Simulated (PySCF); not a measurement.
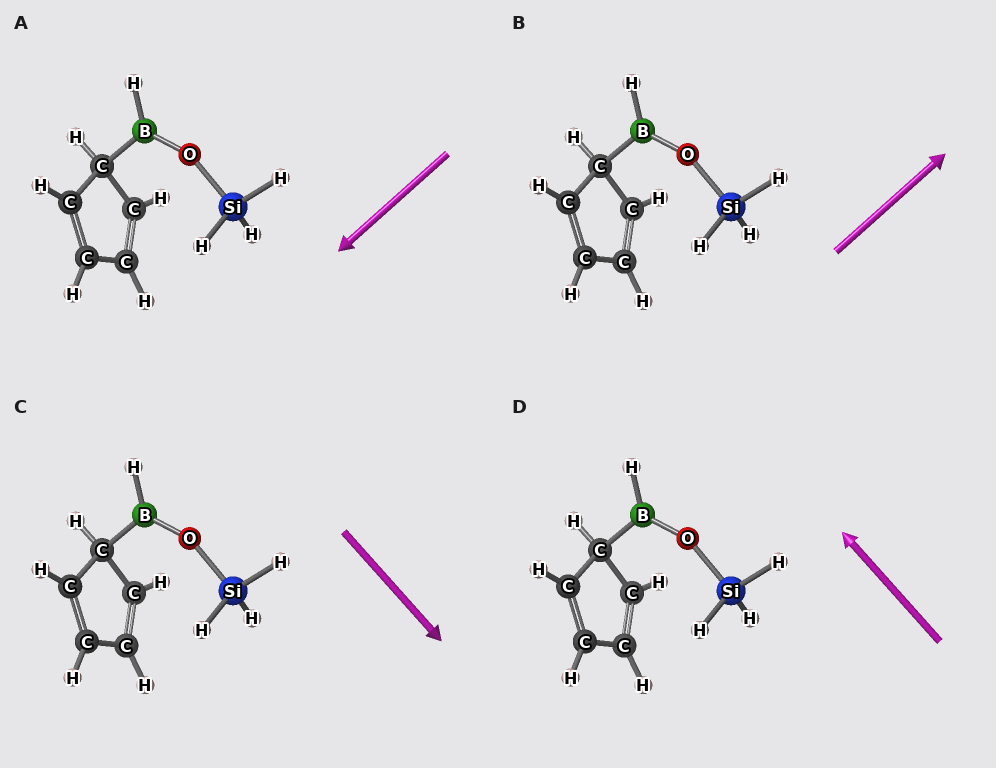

The same molecule four times, each with an arrow. The geometry was computed by an optimisation with GFN2-xTB. No frequency run is at hand to confirm it as a minimum. Level of theory: PBE0/pcSseg-1, gas phase (PySCF 2.14.0).

> Which arrow points along the dipole moment, from the negative to the positive end?

C. The dipole moment is 0.78 D.

The geometry is semi-empirical. Around B, Si such bond lengths and angles can be off by a tenth of an ångström or more and by several degrees, and values that hang on the shape move with them.
